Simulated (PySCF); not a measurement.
System: C₄H₃F₂O₂ (doublet).

```json
{"atom": "O", "x (Å)": "-2.0135", "y (Å)": "1.2885", "z (Å)": "0.2198"}
{"atom": "C", "x (Å)": "-0.9890", "y (Å)": "0.6522", "z (Å)": "0.0886"}
{"atom": "C", "x (Å)": "0.3565", "y (Å)": "1.0913", "z (Å)": "-0.0030"}
{"atom": "C", "x (Å)": "1.2467", "y (Å)": "-0.0913", "z (Å)": "-0.0261"}
{"atom": "F", "x (Å)": "2.1349", "y (Å)": "-0.0979", "z (Å)": "1.0205"}
{"atom": "O", "x (Å)": "0.4422", "y (Å)": "-1.2257", "z (Å)": "0.0738"}
{"atom": "C", "x (Å)": "-0.8974", "y (Å)": "-0.8926", "z (Å)": "-0.0136"}
{"atom": "F", "x (Å)": "-1.3615", "y (Å)": "-1.2377", "z (Å)": "-1.2644"}
{"atom": "H", "x (Å)": "0.7057", "y (Å)": "2.1002", "z (Å)": "0.1059"}
{"atom": "H", "x (Å)": "1.8797", "y (Å)": "-0.1289", "z (Å)": "-0.9356"}
{"atom": "H", "x (Å)": "-1.4990", "y (Å)": "-1.4554", "z (Å)": "0.7083"}
```

Geometry: GFN2-xTB.

All numbers below come from UKS B3LYP, pcH-1 on C F H O, non-relativistic, mean-field spin-orbit, GIAO (PySCF 2.14.0, density-fitted response routines).

Predict the electron density, electron localisation function and spin density between the atoms.

C–O (1.21 Å): ρ at the midpoint is about 3.3 e/Å³; the ELF peaks at about 0.85 between the atoms (a multiple bond).
C–C (1.42 Å): ρ at the midpoint is about 2 e/Å³; the ELF peaks at about 0.95 between the atoms (a covalent bond).
C–H (1.07 Å): ρ at the midpoint is about 2.1 e/Å³; the ELF climbs to about 1 towards the hydrogen, as it does in any bond to H; an ordinary covalent bond to hydrogen.
C–O (1.38 Å): ρ at the midpoint is about 2.2 e/Å³, with its minimum of 1.9 e/Å³ about 0.5 Å from C; the ELF peaks at about 0.90 between the atoms (a shared but strongly polarised pair).
The unpaired spin (1 electron) lies mostly on C3 (about 0.6) and O1 (about 0.3), in electrons by Hirshfeld's partition.

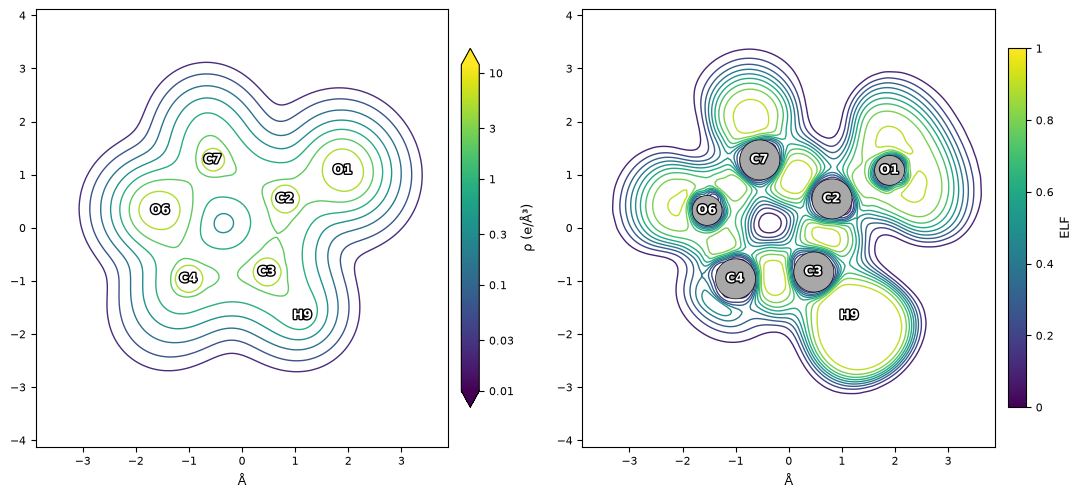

Computed electron density and electron localisation function on the plane of atoms C2, C3 and C4, in this order. Grey discs cover the atomic cores in the ELF map. 
